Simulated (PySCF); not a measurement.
# Ne⁺: excitation energies in dyall-acv3z

Each state of neon is computed at each level; their differences give the excitation energy. How far do the methods differ?

Method: unrestricted determinants in a Gaussian basis, no spin-orbit coupling in the energies. Code: PySCF 2.14.0.

### 1 What is computed

| Quantity | Value |
| --- | --- |
| Element | neon (Z = 10) |
| Basis | dyall-acv3z |
| Hamiltonian | the spin-free X2C one-electron Hamiltonian (Gaussian nucleus) |
| State 1 | Ne⁺: [He] 2s1 2p5 3s1, high-spin 4P determinant (an excited configuration) |
| State 2 | Ne⁺: [He] 2s1 2p6, 2S determinant (an excited configuration) |
| Needed too, but not shown | Ne⁺ [He] 2s2 2p5 (2P) |
| Methods | CCSD(T) |
| Core shells frozen in the correlated runs | valence and next inner shell: nothing (for Ne⁺) |

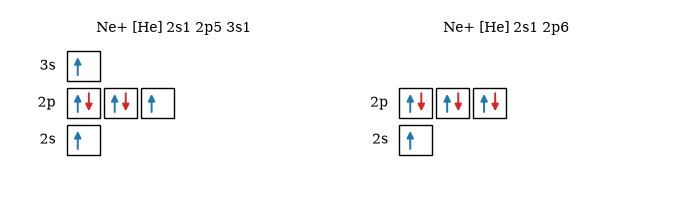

Occupation of the outer shells (arrows by Hund's rule).

One driver process ran all states and methods and kept the integrals in memory. Each run is shown as a PySCF script that sums up its settings (the driver passes frozen orbitals as a list and adds second-order terms of double hybrids); the logs are those of the runs themselves. The driver starts from symmetry-adapted Hartree-Fock orbitals, holds the occupation by maximum overlap and uses a logarithmic radial grid for functionals, so a plain start would take other cycles.

The integrals over 76 functions and the set-up took 0.38 s of CPU time.

### 2 Ne⁺ [He] 2s1 2p5 3s1, at CCSD(T) (valence and next inner shell)

Level: CCSD(T) (valence and next inner shell).

File input.py:

```python
from pyscf import gto, scf, dft, mp, cc
import basis_set_exchange as bse
mol = gto.M(atom="Ne 0 0 0", charge=1, spin=3, symmetry="D2h",
            basis=gto.basis.parse(bse.get_basis("dyall-acv3z", elements=["Ne"], fmt="nwchem")),
            nucmod="G")
mf = scf.UHF(mol).sfx2c1e()
mf.irrep_nelec = {'Ag': (3, 1), 'B1u': (1, 1), 'B2u': (1, 1), 'B3u': (1, 0)}
mf.kernel()
mycc = cc.CCSD(mf, frozen=[[71, 72, 73, 74, 75], [71, 72, 73, 74, 75]]).run()
mycc.ccsd_t()
```

What it wrote:

```text
CC2 = 0
CCSD nocc = (np.int64(6), np.int64(3)), nmo = (71, 71)
frozen orbitals [[71, 72, 73, 74, 75], [71, 72, 73, 74, 75]]
max_cycle = 100
direct = 0
conv_tol = 1e-08
conv_tol_normt = 1e-06
diis_space = 8
diis_start_cycle = 0
Init t2, MP2 energy = -0.272959685069882
Init E_corr(UCCSD) = -0.272959685088258
cycle = 1  E_corr(UCCSD) = -0.339119627541992  dE = -0.0661599425  norm(t1,t2) = 0.944861
cycle = 2  E_corr(UCCSD) = -0.52909785421507  dE = -0.189978227  norm(t1,t2) = 3.65054
cycle = 3  E_corr(UCCSD) = -0.252215740976794  dE = 0.276882113  norm(t1,t2) = 10.2786
cycle = 4  E_corr(UCCSD) = -0.236464842410594  dE = 0.0157508986  norm(t1,t2) = 2.69411
cycle = 5  E_corr(UCCSD) = -0.251629582468874  dE = -0.0151647401  norm(t1,t2) = 3.80449
cycle = 6  E_corr(UCCSD) = -0.270163070242673  dE = -0.0185334878  norm(t1,t2) = 1.43132
cycle = 7  E_corr(UCCSD) = -0.273459743956315  dE = -0.00329667371  norm(t1,t2) = 0.130928
cycle = 8  E_corr(UCCSD) = -0.272486687426335  dE = 0.00097305653  norm(t1,t2) = 0.125291
cycle = 9  E_corr(UCCSD) = -0.272385792744353  dE = 0.000100894682  norm(t1,t2) = 0.0230266
cycle = 10  E_corr(UCCSD) = -0.272158406960486  dE = 0.000227385784  norm(t1,t2) = 0.0129083
cycle = 11  E_corr(UCCSD) = -0.272230468459054  dE = -7.20614986e-05  norm(t1,t2) = 0.0078249
cycle = 12  E_corr(UCCSD) = -0.272228706859867  dE = 1.76159919e-06  norm(t1,t2) = 6.67385e-05
cycle = 13  E_corr(UCCSD) = -0.27222755667233  dE = 1.15018754e-06  norm(t1,t2) = 0.000238042
cycle = 14  E_corr(UCCSD) = -0.272227539132719  dE = 1.75396118e-08  norm(t1,t2) = 2.58688e-05
cycle = 15  E_corr(UCCSD) = -0.272227596282814  dE = -5.71500952e-08  norm(t1,t2) = 1.58904e-05
cycle = 16  E_corr(UCCSD) = -0.272227692659038  dE = -9.63762243e-08  norm(t1,t2) = 1.49088e-05
cycle = 17  E_corr(UCCSD) = -0.272227062514072  dE = 6.30144966e-07  norm(t1,t2) = 5.91156e-06
cycle = 18  E_corr(UCCSD) = -0.272226986852807  dE = 7.56612643e-08  norm(t1,t2) = 1.18525e-06
cycle = 19  E_corr(UCCSD) = -0.272226968449433  dE = 1.84033746e-08  norm(t1,t2) = 5.06817e-06
cycle = 20  E_corr(UCCSD) = -0.272226961223012  dE = 7.22642129e-09  norm(t1,t2) = 6.53768e-07
UCCSD converged
E(UCCSD) = -126.3052152107882  E_corr = -0.2722269612230115
UCCSD(T) correction = -0.00530257193654055
```

CPU time 34 s on a shared host, the integrals not counted.

CCSD correlation -0.27223 hartree, triples -0.00530; total -126.310518. T1 = 0.003, largest double amplitude 0.075.

### 3 Ne⁺ [He] 2s1 2p6: CCSD(T) (valence and next inner shell)

Level: CCSD(T) (valence and next inner shell).

File input.py:

```python
from pyscf import gto, scf, dft, mp, cc
import basis_set_exchange as bse
mol = gto.M(atom="Ne 0 0 0", charge=1, spin=1, symmetry="D2h",
            basis=gto.basis.parse(bse.get_basis("dyall-acv3z", elements=["Ne"], fmt="nwchem")),
            nucmod="G")
mf = scf.UHF(mol).sfx2c1e()
mf.irrep_nelec = {'Ag': (2, 1), 'B1u': (1, 1), 'B2u': (1, 1), 'B3u': (1, 1)}
mf.kernel()
mycc = cc.CCSD(mf, frozen=[[71, 72, 73, 74, 75], [71, 72, 73, 74, 75]]).run()
mycc.ccsd_t()
```

What it wrote:

```text
CC2 = 0
CCSD nocc = (np.int64(5), np.int64(4)), nmo = (71, 71)
frozen orbitals [[71, 72, 73, 74, 75], [71, 72, 73, 74, 75]]
max_cycle = 100
direct = 0
conv_tol = 1e-08
conv_tol_normt = 1e-06
diis_space = 8
diis_start_cycle = 0
Init t2, MP2 energy = -0.345621454939049
Init E_corr(UCCSD) = -0.345621454939208
cycle = 1  E_corr(UCCSD) = -0.359082203524297  dE = -0.0134607486  norm(t1,t2) = 0.0502567
cycle = 2  E_corr(UCCSD) = -0.366246338242386  dE = -0.00716413472  norm(t1,t2) = 0.0267519
cycle = 3  E_corr(UCCSD) = -0.372387124191165  dE = -0.00614078595  norm(t1,t2) = 0.0158546
cycle = 4  E_corr(UCCSD) = -0.372595379764732  dE = -0.000208255574  norm(t1,t2) = 0.00484248
cycle = 5  E_corr(UCCSD) = -0.372474805459501  dE = 0.000120574305  norm(t1,t2) = 0.0027194
cycle = 6  E_corr(UCCSD) = -0.372585565683384  dE = -0.000110760224  norm(t1,t2) = 0.000804132
cycle = 7  E_corr(UCCSD) = -0.372590427799539  dE = -4.86211616e-06  norm(t1,t2) = 0.000139871
cycle = 8  E_corr(UCCSD) = -0.37258633448535  dE = 4.09331419e-06  norm(t1,t2) = 5.41571e-05
cycle = 9  E_corr(UCCSD) = -0.372588031914785  dE = -1.69742944e-06  norm(t1,t2) = 1.23197e-05
cycle = 10  E_corr(UCCSD) = -0.372587981516045  dE = 5.03987401e-08  norm(t1,t2) = 1.44673e-05
cycle = 11  E_corr(UCCSD) = -0.372588178848082  dE = -1.97332036e-07  norm(t1,t2) = 3.24005e-06
cycle = 12  E_corr(UCCSD) = -0.3725880650087  dE = 1.13839381e-07  norm(t1,t2) = 4.71793e-07
cycle = 13  E_corr(UCCSD) = -0.372588046212047  dE = 1.87966532e-08  norm(t1,t2) = 1.11546e-07
cycle = 14  E_corr(UCCSD) = -0.372588042438475  dE = 3.77357173e-09  norm(t1,t2) = 2.31904e-08
UCCSD converged
E(UCCSD) = -127.2441589842948  E_corr = -0.3725880424384755
UCCSD(T) correction = -0.0101376505891056
```

It used 29 s of CPU time after the integrals (shared host).

CCSD correlation -0.37259 hartree, triples -0.01014; total -127.254297. T1 = 0.006, largest double amplitude 0.055.

### 4 Differences of total energies

Excitation energy: Ne⁺ [He] 2s2 2p5 (2P) → Ne⁺ [He] 2s1 2p5 3s1 (4P).

```tsv
method	value (eV)	less CCSD(T) (valence and next inner shell) (eV)
UHF	52.509	-0.123
MP2 (valence and next inner shell)	52.339	-0.293
SCS-MP2 (valence and next inner shell)	52.242	-0.389
CCSD (valence and next inner shell)	52.689	+0.058
CCSD(T) (valence and next inner shell)	52.631	+0.000
```

Excitation energy: Ne⁺ [He] 2s2 2p5 (2P) → Ne⁺ [He] 2s1 2p6 (2S).

```tsv
method	value (eV)	error (eV)
UHF	29.690	+2.811
MP2 (valence and next inner shell)	27.542	+0.664
SCS-MP2 (valence and next inner shell)	27.438	+0.559
CCSD (valence and next inner shell)	27.139	+0.261
CCSD(T) (valence and next inner shell)	26.950	+0.072
```

Reference: 26.878 eV (measured; NIST levels, between the centres of gravity of the two terms). Errors of the correlated levels include the incompleteness of this basis.

The differences also use runs on Ne⁺ [He] 2s2 2p5 (2P), which are not shown here. The runs at UHF, MP2 (valence and next inner shell) are not shown; their differences are listed all the same.

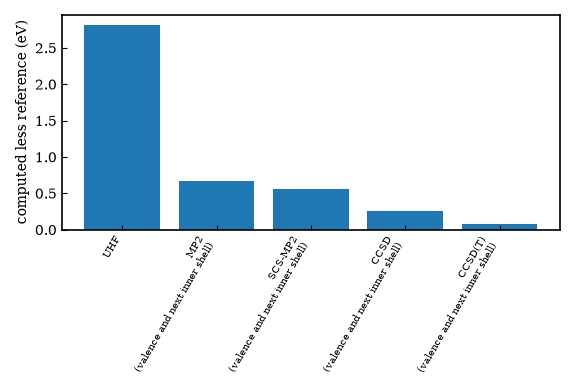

Computed less reference values by method.

### 5 What came out

| quantity | value |
| --- | --- |
| excitation energy, Ne⁺ → [He] 2s1 2p5 3s1 | UHF 52.509, CCSD(T) (valence and next inner shell) 52.631 eV |
| excitation energy, Ne⁺ → [He] 2s1 2p6 | UHF 29.690, CCSD(T) (valence and next inner shell) 26.950 eV; reference 26.878 |

Accuracy by level (over 1 difference):

```tsv
method	mean absolute miss against the measured value (with the measured fine structure taken into account where it is known) (eV)
UHF	2.811
MP2 (valence and next inner shell)	0.664
SCS-MP2 (valence and next inner shell)	0.559
CCSD (valence and next inner shell)	0.261
CCSD(T) (valence and next inner shell)	0.072
```

What this shows: Against experiment CCSD(T) (valence and next inner shell) comes closest (off by 0.07 eV) and UHF is farthest (2.81 eV). The basis is finite, and no extrapolation was made.
